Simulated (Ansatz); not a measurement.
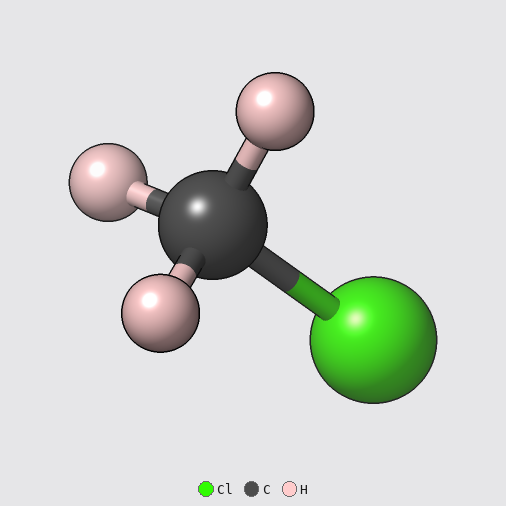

Ball-and-stick drawing of a structure.

Identify the structure.

It has 5 atoms: 1 carbon, 3 hydrogen and 1 chlorine (CH3Cl). The point group is C3v. Coordination: 1 C tetrahedral.

The parts below concern this one geometry. Atoms keep their numbers from picture to picture. Computed geometry: PBE0-D4/def2-TZVP optimisation.

### Dipole moment

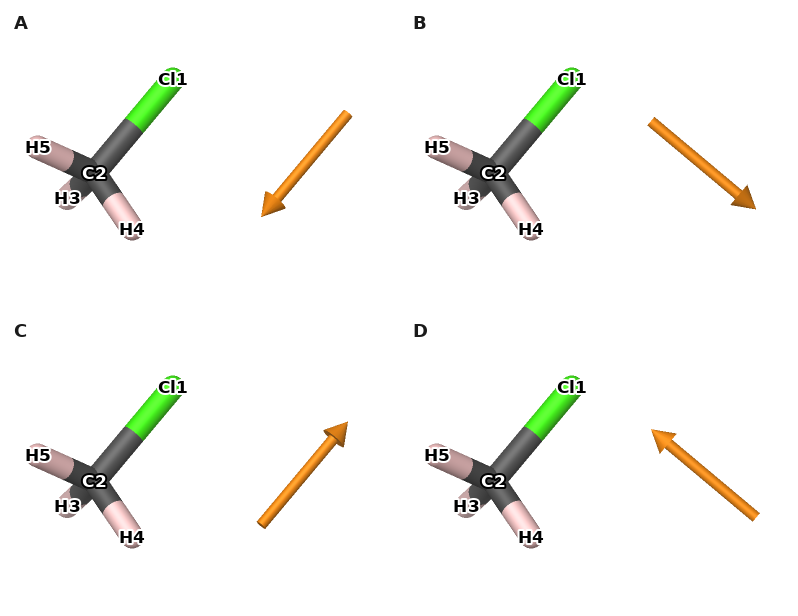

The same molecule four times, each with an arrow. Properties computed with RKS PBE0-D4/def2-TZVP (Ansatz 0.2.0).

> Which arrow points along the dipole moment, from the negative to the positive end?

A. The dipole moment is 1.92 D; it points from the side of Cl1 to the side of H3, H4, H5 (the outermost atoms at the two ends).

### Electronic properties

Level of theory: RKS PBE0-D4/def2-TZVPP (Ansatz 0.2.0).

What does the calculation give?

- HOMO energy (Kohn–Sham orbital): −8.42 eV
- LUMO energy (Kohn–Sham orbital): 0.84 eV
- HOMO–LUMO gap: 9.26 eV

### Charges

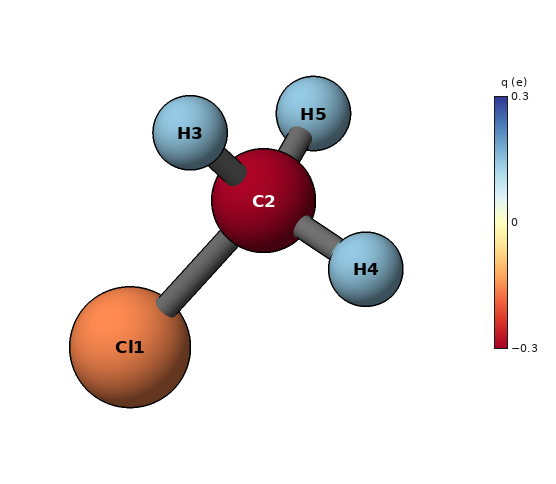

Atoms are coloured by their Mulliken charges. Properties computed with RKS PBE0-D4/def2-TZVP (Ansatz 0.2.0).

Give the Mulliken charges atom by atom.

```json
{"atom": "Cl1", "value (e)": "−0.15"}
{"atom": "C2", "value (e)": "−0.29"}
{"atom": "H3", "value (e)": "0.15"}
{"atom": "H4", "value (e)": "0.15"}
{"atom": "H5", "value (e)": "0.15"}
```

Mulliken values depend strongly on the basis set and can even reverse the polarity of a bond.
